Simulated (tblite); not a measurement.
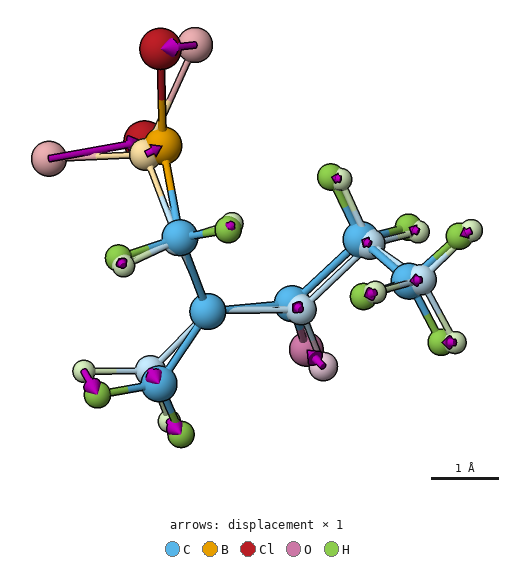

A relaxation of C$_{6}$H$_{9}$BCl$_{2}$O. The starting structure is drawn faded, the final one solid; purple arrows show the displacements, at their true length. The two geometries are superimposed by the best rigid fit.

The picture is a ball-and-stick view, seen at a tilt.

Level of theory: GFN2-xTB geometry optimisation, gas phase (tblite 0.8.0). 

> Which element moves most?

Chlorine: up to 1.57 Å, against 0.61 Å for hydrogen.

> What happened in the run?

The atom that moves furthest after the best rigid fit is a Cl atom (1.57 Å). Largest moves by element: Cl 1.57 Å, H 0.61 Å, O 0.46 Å, C 0.38 Å, B 0.30 Å. Among the contacts that change: B–Cl 1.860 → 1.721 Å, C–O 1.253 → 1.209 Å, C–H 1.116 → 1.091 Å, C–C 1.527 → 1.507 Å. Bond angles that change, for instance: C–C–C 122.7° → 117.4°, C–C–C 117.9° → 122.5°, O–C–C 117.8° → 121.3°. Groups turn about B–C by about 40°, C–C by about 25°. The energy falls by 12.0 kcal/mol in 150 geometry steps. The run took 1.6 s on 1 thread of Arm Neoverse V1 (shared host).
